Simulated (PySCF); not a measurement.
**MgNH2F (SMILES [NH2][Mg][F]) at 3 levels**

Wanted: a comparison of 3 runs (HF/pcseg-0, HF/pcseg-1, HF/pcseg-2) of MgNH2F. 

The calculation is run with PySCF 2.14.0.

## (1) The structure to begin with

MgNH2F: 5 atoms, total charge 0, spin state singlet. SMILES: `[NH2][Mg][F]`. Geometry: relaxed at PBE0-D4/def2-TZVP.

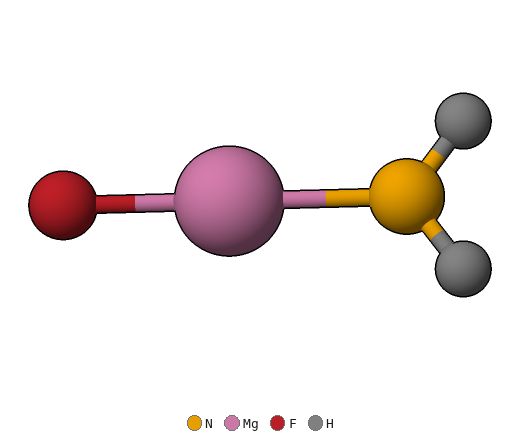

Viewed from a chosen angle; nitrogen amber, magnesium pink, fluorine red, hydrogen grey.

## (2) The energy at HF/pcseg-0 (run 1)

Input file mol.xyz:

```xyz
5

N     -0.550500     0.605900    -0.218900
Mg     0.668100    -0.744500     0.240100
F      1.808300    -2.007900     0.669400
H     -0.549300     1.554100     0.125000
H     -1.326800     0.518800    -0.857000
```

Input file job.py:

```python
from pyscf import gto

mol = gto.M(
    atom='mol.xyz',
    basis='pcseg-0',
    verbose=3,
    max_memory=1860,
)

hf = mol.RHF()
hf.conv_tol = 1e-10
hf.kernel()
if not hf.converged:
    hf = hf.newton().run(hf.mo_coeff, hf.mo_occ)

e_tot = hf.e_tot
print('E(%s) = %.9f' % ('HF', e_tot))
```

Launch:

```console
$ OMP_NUM_THREADS=1 python job.py
```

Output:

```text
converged SCF energy = -354.014713109243
E(HF) = -354.014713109
```

Run time: 0.85 s. Hardware: 1 thread of Arm Neoverse V1, shared host; peak memory 0.12 GiB.

## (3) The energy at HF/pcseg-1 (run 2)

Input file run.py:

```python
# [NH2][Mg][F]
from pyscf import gto, scf

molecule = gto.M(
    atom='''
N     -1.040294     1.144985    -0.413661
Mg     1.262526    -1.406901     0.453723
F      3.417192    -3.794381     1.264983
H     -1.038027     2.936823     0.236216
H     -2.507289     0.980390    -1.619495
''',
    max_memory=1860,
    verbose=4,
    unit='bohr',
    charge=0,
    basis='pcseg-1',
    spin=0,
)

calc0 = scf.RHF(molecule)
calc0.conv_tol = 1e-10
calc0.kernel()
if not calc0.converged:
    calc0 = calc0.newton().run(calc0.mo_coeff, calc0.mo_occ)

e_tot = calc0.e_tot
print(f'total energy: {e_tot:.8f} hartree')
```

Launch:

```console
$ OMP_NUM_THREADS=1 python run.py
```

Output:

```text
PySCF version 2.14.0

[... 59 lines left out ...]
converged SCF energy = -354.666675618632
total energy: -354.66667562 hartree
```

Run time: 0.83 s. Hardware: 1 thread of Arm Neoverse V1, shared host; peak memory 0.1 GiB.

## (4) The energy at HF/pcseg-2 (run 3)

Input file run.py:

```python
from pyscf import gto, scf

molecule = gto.M(
    atom=[
    ('N', (-0.550500, 0.605900, -0.218900)),
    ('Mg', (0.668100, -0.744500, 0.240100)),
    ('F', (1.808300, -2.007900, 0.669400)),
    ('H', (-0.549300, 1.554100, 0.125000)),
    ('H', (-1.326800, 0.518800, -0.857000)),
],
    basis='pcseg-2',
    max_memory=1860,
    spin=0,
    verbose=4,
)

hf = scf.RHF(molecule)
hf.conv_tol = 1e-10
hf.kernel()
if not hf.converged:
    hf = hf.newton().run(hf.mo_coeff, hf.mo_occ)

e_tot = hf.e_tot
print('E(%s) = %.9f' % ('HF', e_tot))
```

Launch:

```console
$ OMP_NUM_THREADS=1 python run.py
```

Output:

```text
PySCF version 2.14.0

[... 61 lines left out ...]
converged SCF energy = -354.802631735924
E(HF) = -354.802631736
```

Run time: 2.8 s. Hardware: 1 thread of Arm Neoverse V1, shared host; peak memory 0.23 GiB.

## (5) All runs side by side

```tsv
run	level	energy (Eh)	dipole moment (D)	HOMO energy (eV)	LUMO energy (eV)	wall time
1	HF/pcseg-0	-354.014713	2.23	-9.46	1.32	0.85 s
2	HF/pcseg-1	-354.666676	2.17	-9.81	1.08	0.83 s
3	HF/pcseg-2	-354.802632	2.15	-9.94	0.96	2.8 s
```

## (6) Results

| quantity | value |
| --- | --- |
| run 3: total energy | -354.80263 Eh |
| run 3: dipole moment | 2.15 D |
| run 3: HOMO energy | -9.94 eV |
| run 3: LUMO energy | 0.96 eV |
| run 3: HOMO–LUMO gap | 10.90 eV |

The dipole moment (its size) runs from 2.15 D (HF/pcseg-2) to 2.23 D (HF/pcseg-0). The HOMO–LUMO gap runs from 10.78 eV (HF/pcseg-0) to 10.90 eV (HF/pcseg-2). All runs together took 4.4 s, the longest 2.8 s.
